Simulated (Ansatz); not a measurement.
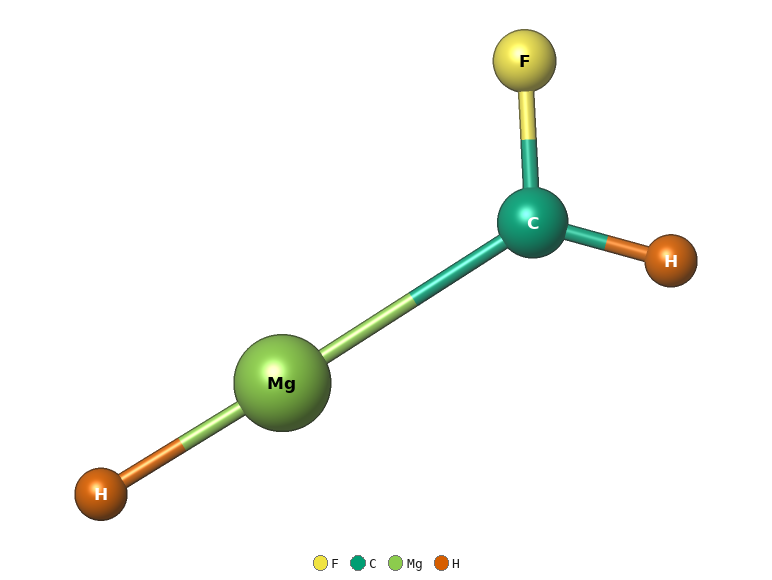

All atoms lie in one plane, which faces the viewer. Charge +1, singlet. The geometry was computed by an optimisation with PBE-D4/def2-SVP. No frequency run is at hand to confirm it as a minimum.

**List the symmetry elements and name the point group.**

It has 1 mirror plane, so the point group is Cs. The group has 2 operations. The geometry is achiral, and symmetry allows a dipole moment.
